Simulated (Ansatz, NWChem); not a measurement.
Errors in the dipole moment

8 molecules with nitrogen; the dipole moment in D, computed less measured. Shapes, held fixed at every level: PBE0-D4/def2-TZVP. No vibrational averaging. Dipoles are compared by magnitude; molecules under 1 D, whose direction can flip, are left out. Programs: Ansatz 0.2.0, NWChem 7.3.0. Measured values: NIST CCCBDB.

Levels: A = HF/def2-SVP; B = B3LYP/6-31G* (Cartesian functions); C = PBE0/def2-SVP.

```tsv
molecule	measured	A	B	C
HCN (SMILES C#N)	2.98	+0.21	-0.08	-0.09
C3HN (cyanoacetylene)	3.72	+0.37	+0.09	+0.02
CH3N (methanimine)	2.00	+0.20	-0.05	-0.07
C2F3N (cyanotrifluoromethane)	1.33	-0.16	+0.15	-0.05
C2H5N (SMILES C=NC)	1.53	+0.21	-0.12	-0.09
C3H3NO (oxazole)	1.50	+0.02	+0.05	+0.05
C2H7N (dimethylamine)	1.03	+0.06	-0.04	-0.07
C4H5N (pyrrole)	1.84	+0.18	+0.10	+0.19
```

**Question.** Which level does best on this set, which worst, and which err to one side?

**Answer.** 
| level | kind | mean error | mean absolute error | worst case |
| --- | --- | --- | --- | --- |
| HF/def2-SVP | Hartree–Fock | +0.136 | 0.176 | C3HN |
| B3LYP/6-31G* (Cartesian functions) | global hybrid | +0.013 | 0.085 | C2F3N |
| PBE0/def2-SVP | global hybrid | -0.014 | 0.079 | C4H5N |

On this set PBE0/def2-SVP has the smallest mean absolute error and HF/def2-SVP the largest. HF/def2-SVP is too high in 7 of 8. The tabulated values of C2F3N, C4H5N are in doubt (older tables, estimates, or at odds with other calculations) and kept here. Over the 6 molecules whose values aren't doubted the mean absolute errors are A 0.178; B 0.072; C 0.065. The smallest two are near a tie. The set is small.

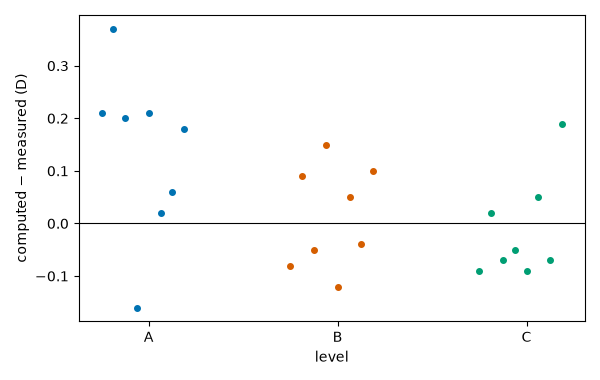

Errors of each level, one point a molecule.
